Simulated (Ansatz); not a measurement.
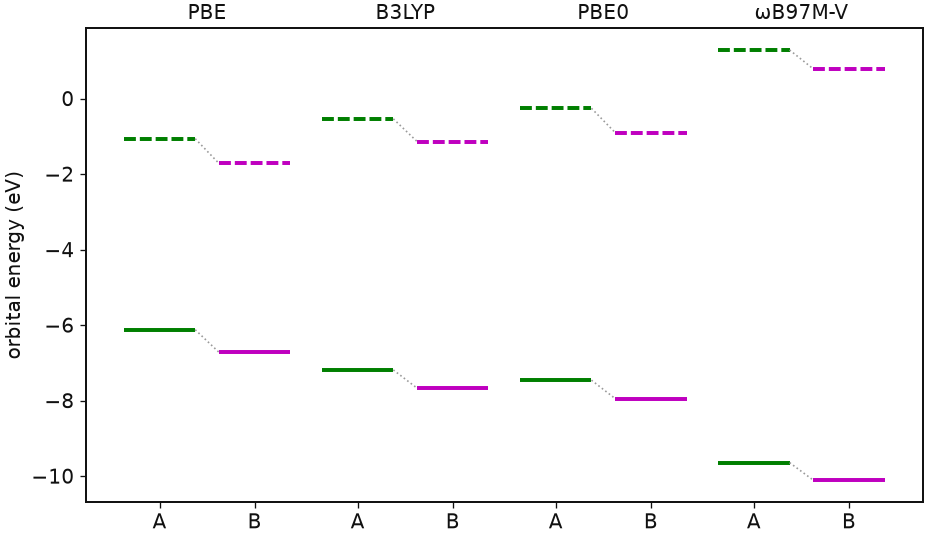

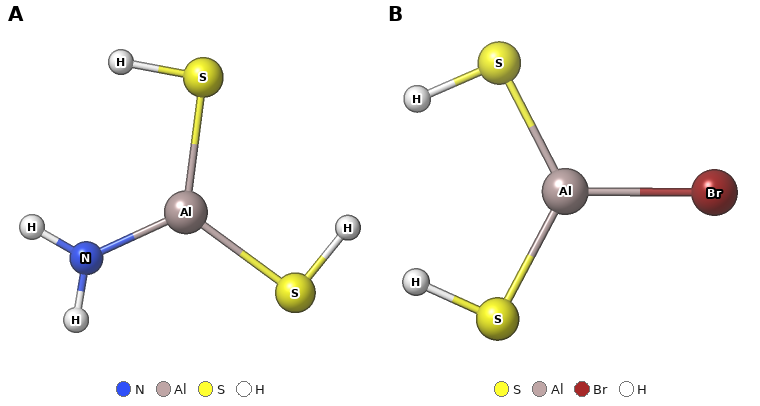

One change: A, AlNH₄S₂ (SMILES [NH2][Al]([SH])[SH]), becomes B, AlH₂S₂Br (SMILES [SH][Al]([SH])[Br]). NH₂ on Al is replaced by Br. HOMO (solid) and LUMO (dashed) computed in def2-TZVPP at PBE0-D4/def2-TZVP geometries, both minima by their frequencies, gas phase, the Ansatz code 0.2.0. Empty levels above zero depend strongly on the basis.

What does the change do to HOMO and LUMO?

PBE: the HOMO falls by 0.60 eV, the LUMO falls by 0.66 eV, and the separation goes from 5.06 to 5.00 eV. B3LYP: the HOMO falls by 0.48 eV, the LUMO falls by 0.60 eV, and the separation goes from 6.65 to 6.53 eV. PBE0: the HOMO falls by 0.49 eV, the LUMO falls by 0.64 eV, and the separation goes from 7.20 to 7.05 eV. ωB97M-V: the HOMO falls by 0.47 eV, the LUMO falls by 0.50 eV, and the separation goes from 10.93 to 10.89 eV.

Do the functionals agree on the effect?

They agree on the direction for both levels; the HOMO shift lies between −0.60 and −0.47 eV and the LUMO shift between −0.66 and −0.50 eV, while the separations themselves differ by up to 5.9 eV between functionals.
